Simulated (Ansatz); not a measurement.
**TiHClOF2: molecular dynamics (part 2 of 2)**

Continued. System: TiHClOF2. Method: RKS PBE-D4/def2-SVP (Ansatz 0.2.0). It belongs to a series of runs on one base structure; here: dynamics from the start.

Geometry of the input (Å):
```
Ti -0.1012  0.0514  -0.0482
O  -0.3800  0.1464  1.6951
H  -0.3297  -0.4819  2.4376
Cl 2.0640  -0.0752  -0.4470
F  -0.7898  1.4720  -0.7977
F  -0.8617  -1.3942  -0.6707
```

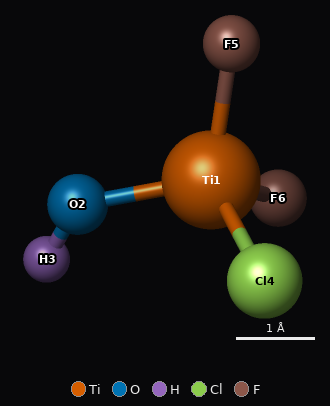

**Figure 1.** The geometry at step 43 of the log (ball-and-stick view, seen at a tilt; atoms are numbered from 1 in the order of the input).

The program's output, continued:
```
md step    99: t =    24.75 fs  T =   227.1 K  F+E_penalty+E_count = -43111.80207953 eV  E_kin = 0.176141 eV  (26 SCF iters)
these checks for a lower state are left out or cut short: starts, cluster_reference, orbital_swaps, neighbouring_geometries, increment
1072 factors; their error is unknown
mean field -43111.66368398 eV, -1584.3244182509 hartree, gradient 2.4e-5 eV, S^2 0.000000; 0 other end points of the search recorded, 0 dependent functions left out
the calculation of the forces begins
reference -43111.66378717 eV, -1584.3244220431 hartree; 33, 33 occupied and 63, 63 virtual orbitals, 1072 factors
1072 factors; their error is unknown
mean field evaluation 704: about -43104.8630 eV, gradient 5.6e1 eV
mean field -43111.66368398 eV, -1584.3244182509 hartree, gradient 2.4e-5 eV, S^2 0.000000; 1 other end points of the search recorded, 0 dependent functions left out
the calculation of the forces begins
reference -43111.66378717 eV, -1584.3244220431 hartree; 33, 33 occupied and 63, 63 virtual orbitals, 1072 factors
md step   100: t =    25.00 fs  T =   223.5 K  F+E_penalty+E_count = -43111.79942400 eV  E_kin = 0.173339 eV  (30 SCF iters)
```

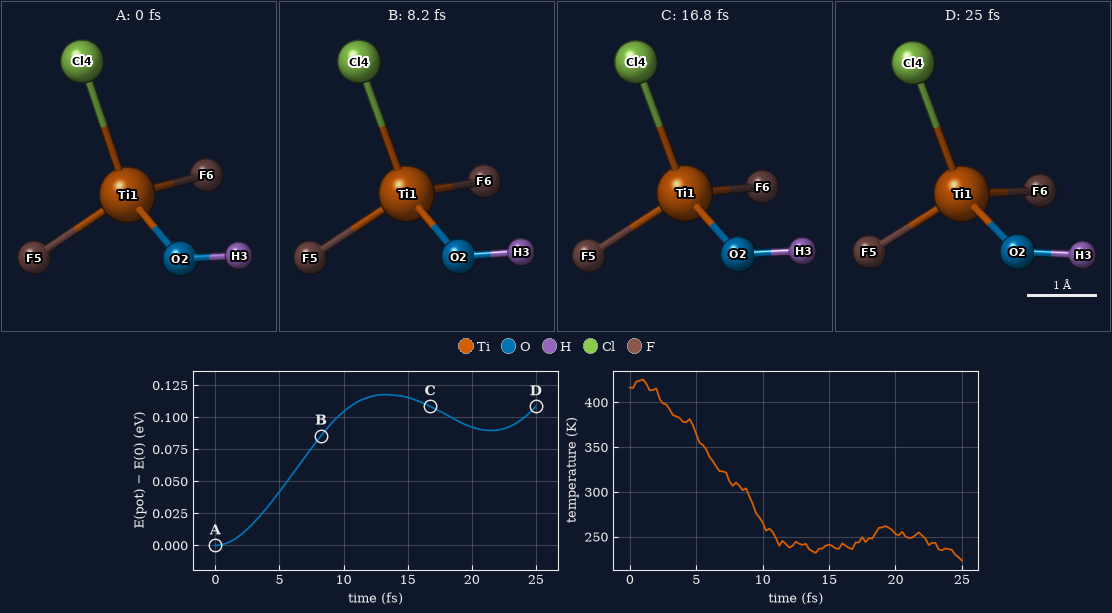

**Figure 2.** Frames of the molecular dynamics (ball-and-stick, seen at an oblique angle) above the curves, on which the letters mark them. The trajectory kept here has 101 frames over 25 fs. The temperature starts at 417 K, ranges from 224 to 426 K and averages 244 K over the second half. The potential energy ends 0.109 eV above its first value. After an unweighted best fit of the last frame on the first, the root-mean-square displacement is 0.14 Å.

```
Total energy: -43111.79952719 eV, -1584.3294103969 hartree
Atom 0 at    -0.090041     0.022103    -0.049503 Å, force     0.199474    -0.393042     0.883307 eV/Å
Atom 1 at    -0.224065     0.078126     1.742802 Å, force    -0.118396     0.197980    -0.725355 eV/Å
Atom 2 at    -0.381301    -0.652562     2.366133 Å, force    -0.023898    -0.033830     0.065844 eV/Å
Atom 3 at     2.092989    -0.003720    -0.451994 Å, force    -0.192304    -0.180382    -0.159976 eV/Å
Atom 4 at    -0.797327     1.369995    -0.867219 Å, force    -0.176040     0.624363    -0.020504 eV/Å
Atom 5 at    -1.061351    -1.328698    -0.583118 Å, force     0.311164    -0.215088    -0.043315 eV/Å
Dipole moment:    -0.136172    -0.252921     0.378328 e Å
```

Trajectory as extended XYZ (Å, eV, eV/Å), 15 of the 101 frames kept, from step=0 to step=100:
```
6
Properties=species:S:1:pos:R:3:forces:R:3 step=0 time_fs=0.0 energy=-43111.90793 temperature=416.7
Ti   -0.1012    0.0514   -0.0482   -0.0028   0.0078  -0.0036
O    -0.3800    0.1464    1.6951   -0.0003  -0.0033   0.0019
H    -0.3297   -0.4819    2.4376    0.0003   0.0020  -0.0046
Cl    2.0640   -0.0752   -0.4470    0.0006  -0.0001   0.0008
F    -0.7898    1.4720   -0.7977    0.0028  -0.0069   0.0034
F    -0.8617   -1.3942   -0.6707   -0.0006   0.0004   0.0021
6
Properties=species:S:1:pos:R:3:forces:R:3 step=7 time_fs=1.8 energy=-43111.90138 temperature=413.9
Ti   -0.0973    0.0450   -0.0450   -0.2196   0.5210  -0.3349
O    -0.3678    0.1427    1.6966   -0.0023  -0.1257   0.1902
H    -0.3284   -0.5079    2.4247   -0.0118   0.1122  -0.0969
Cl    2.0673   -0.0697   -0.4484   -0.0040  -0.0289  -0.0042
F    -0.7975    1.4755   -0.8079    0.2166  -0.4101   0.2461
F    -0.8796   -1.3870   -0.6653    0.0212  -0.0685  -0.0005
6
Properties=species:S:1:pos:R:3:forces:R:3 step=14 time_fs=3.5 energy=-43111.88462 temperature=384.5
Ti   -0.0936    0.0392   -0.0420   -0.4037   0.9503  -0.6034
O    -0.3559    0.1392    1.6990   -0.0064  -0.1988   0.2842
H    -0.3276   -0.5321    2.4111   -0.0181   0.1746  -0.1283
Cl    2.0709   -0.0639   -0.4493   -0.0175  -0.0554  -0.0085
F    -0.8046    1.4784   -0.8184    0.3999  -0.7469   0.4568
F    -0.8971   -1.3801   -0.6593    0.0458  -0.1238  -0.0008
6
Properties=species:S:1:pos:R:3:forces:R:3 step=21 time_fs=5.2 energy=-43111.86260 temperature=355.0
Ti   -0.0901    0.0339   -0.0391   -0.5698   1.2737  -0.8213
O    -0.3441    0.1352    1.7023   -0.0130  -0.1274   0.2033
H    -0.3268   -0.5515    2.3963   -0.0189   0.0933  -0.0096
Cl    2.0744   -0.0581   -0.4501   -0.0324  -0.0795  -0.0132
F    -0.8110    1.4799   -0.8280    0.5501  -1.0114   0.6314
F    -0.9149   -1.3738   -0.6535    0.0840  -0.1488   0.0094
6
Properties=species:S:1:pos:R:3:forces:R:3 step=29 time_fs=7.2 energy=-43111.83536 temperature=321.9
Ti   -0.0869    0.0287   -0.0362   -0.7100   1.5297  -1.0151
O    -0.3309    0.1306    1.7063   -0.0194  -0.0114   0.0824
H    -0.3276   -0.5736    2.3776   -0.0228  -0.0308   0.1449
Cl    2.0782   -0.0516   -0.4506   -0.0525  -0.1034  -0.0189
F    -0.8169    1.4792   -0.8383    0.6757  -1.2188   0.7837
F    -0.9343   -1.3672   -0.6465    0.1289  -0.1652   0.0230
6
Properties=species:S:1:pos:R:3:forces:R:3 step=36 time_fs=9.0 energy=-43111.81326 temperature=295.1
Ti   -0.0843    0.0248   -0.0342   -0.7984   1.6713  -1.1335
O    -0.3195    0.1260    1.7097   -0.0232  -0.0116   0.0752
H    -0.3267   -0.5934    2.3648   -0.0277  -0.0321   0.1641
Cl    2.0818   -0.0457   -0.4508   -0.0734  -0.1226  -0.0244
F    -0.8200    1.4771   -0.8466    0.7516  -1.3369   0.8833
F    -0.9507   -1.3620   -0.6402    0.1711  -0.1681   0.0353
6
Properties=species:S:1:pos:R:3:forces:R:3 step=43 time_fs=10.8 energy=-43111.79790 temperature=255.6
Ti   -0.0820    0.0220   -0.0333   -0.8720   1.7072  -1.1787
O    -0.3078    0.1212    1.7130   -0.0302  -0.1379   0.1620
H    -0.3243   -0.6126    2.3574   -0.0273   0.0998   0.0547
Cl    2.0851   -0.0405   -0.4508   -0.0886  -0.1380  -0.0335
F    -0.8223    1.4727   -0.8534    0.7941  -1.3847   0.9430
F    -0.9665   -1.3577   -0.6341    0.2241  -0.1465   0.0525
6
Properties=species:S:1:pos:R:3:forces:R:3 step=50 time_fs=12.5 energy=-43111.79088 temperature=244.5
Ti   -0.0801    0.0199   -0.0333   -0.9101   1.6669  -1.1350
O    -0.2962    0.1163    1.7168   -0.0372  -0.1845   0.1445
H    -0.3240   -0.6270    2.3523   -0.0246   0.1564   0.0097
Cl    2.0880   -0.0360   -0.4507   -0.1012  -0.1502  -0.0453
F    -0.8231    1.4658   -0.8586    0.8009  -1.3632   0.9619
F    -0.9814   -1.3537   -0.6277    0.2723  -0.1254   0.0643
6
Properties=species:S:1:pos:R:3:forces:R:3 step=57 time_fs=14.2 energy=-43111.79100 temperature=236.7
Ti   -0.0789    0.0184   -0.0343   -0.9128   1.5754  -1.0086
O    -0.2848    0.1112    1.7210   -0.0390  -0.0976  -0.0174
H    -0.3268   -0.6363    2.3476   -0.0261   0.0819   0.0727
Cl    2.0902   -0.0308   -0.4506   -0.1094  -0.1610  -0.0603
F    -0.8225    1.4568   -0.8625    0.7764  -1.2857   0.9460
F    -0.9954   -1.3499   -0.6211    0.3108  -0.1131   0.0675
6
Properties=species:S:1:pos:R:3:forces:R:3 step=64 time_fs=16.0 energy=-43111.79598 temperature=242.6
Ti   -0.0786    0.0174   -0.0359   -0.8788   1.4247  -0.8044
O    -0.2740    0.1060    1.7259   -0.0377  -0.0075  -0.2076
H    -0.3302   -0.6446    2.3447   -0.0293   0.0082   0.1272
Cl    2.0917   -0.0261   -0.4504   -0.1170  -0.1697  -0.0766
F    -0.8207    1.4459   -0.8656    0.7202  -1.1508   0.8963
F    -1.0089   -1.3463   -0.6144    0.3426  -0.1050   0.0652
6
Properties=species:S:1:pos:R:3:forces:R:3 step=71 time_fs=17.8 energy=-43111.80432 temperature=244.1
Ti   -0.0795    0.0171   -0.0381   -0.7879   1.2133  -0.5333
O    -0.2635    0.1008    1.7310   -0.0499  -0.0385  -0.3002
H    -0.3369   -0.6519    2.3478   -0.0215   0.0628   0.0644
Cl    2.0926   -0.0212   -0.4504   -0.1286  -0.1760  -0.0936
F    -0.8182    1.4333   -0.8677    0.6280  -0.9522   0.8085
F    -1.0214   -1.3428   -0.6078    0.3599  -0.1094   0.0542
6
Properties=species:S:1:pos:R:3:forces:R:3 step=79 time_fs=19.8 energy=-43111.81462 temperature=257.6
Ti   -0.0815    0.0182   -0.0414   -0.6049   0.8681  -0.1491
O    -0.2520    0.0947    1.7362   -0.0736  -0.0701  -0.3944
H    -0.3473   -0.6571    2.3541   -0.0076   0.1302  -0.0176
Cl    2.0929   -0.0161   -0.4508   -0.1412  -0.1795  -0.1144
F    -0.8139    1.4167   -0.8686    0.4652  -0.6204   0.6447
F    -1.0342   -1.3386   -0.5999    0.3621  -0.1283   0.0307
6
Properties=species:S:1:pos:R:3:forces:R:3 step=86 time_fs=21.5 energy=-43111.81824 temperature=251.9
Ti   -0.0838    0.0196   -0.0443   -0.3869   0.4885   0.2078
O    -0.2423    0.0893    1.7399   -0.0995  -0.0697  -0.4704
H    -0.3583   -0.6583    2.3610    0.0048   0.1652  -0.0718
Cl    2.0932   -0.0117   -0.4514   -0.1565  -0.1804  -0.1308
F    -0.8090    1.4013   -0.8684    0.2813  -0.2577   0.4566
F    -1.0439   -1.3353   -0.5936    0.3567  -0.1459   0.0087
6
Properties=species:S:1:pos:R:3:forces:R:3 step=93 time_fs=23.2 energy=-43111.81374 temperature=235.9
Ti   -0.0867    0.0209   -0.0472   -0.1123   0.0654   0.5632
O    -0.2332    0.0836    1.7422   -0.1108   0.0523  -0.6123
H    -0.3691   -0.6566    2.3643   -0.0040   0.0781  -0.0172
Cl    2.0931   -0.0075   -0.4519   -0.1726  -0.1807  -0.1463
F    -0.8032    1.3856   -0.8679    0.0633   0.1643   0.2309
F    -1.0529   -1.3318   -0.5881    0.3365  -0.1794  -0.0183
6
Properties=species:S:1:pos:R:3:forces:R:3 step=100 time_fs=25.0 energy=-43111.79942 temperature=223.5
Ti   -0.0900    0.0221   -0.0495    0.1995  -0.3930   0.8833
O    -0.2241    0.0781    1.7428   -0.1184   0.1980  -0.7254
H    -0.3813   -0.6526    2.3661   -0.0239  -0.0338   0.0658
Cl    2.0930   -0.0037   -0.4520   -0.1923  -0.1804  -0.1600
F    -0.7973    1.3700   -0.8672   -0.1760   0.6244  -0.0205
F    -1.0614   -1.3287   -0.5831    0.3112  -0.2151  -0.0433
```

Results in brief:

- outcome: finished
- mean temperature over the second half: 244 K
- trajectory: 100 steps, 25 fs
- ensemble: nvt_langevin
- temperature in the input: 500.0 K
- time step: 0.25 fs
- potential energy (last step): −43111.7995 eV
- mean-field energy (last step): −43111.6638 eV
- largest force (length of the vector) (last step): 0.987 eV/Å
- wall time: 75 s (CPU time 2.4 min)
- peak memory: 0.16 GiB

Notes:

So short a trajectory is not equilibrated. The logged temperature at the start can lie below the typed one, since it is counted over all degrees of freedom. The temperature stays far from the 500 K of the thermostat over the second half: the run isn't equilibrated.
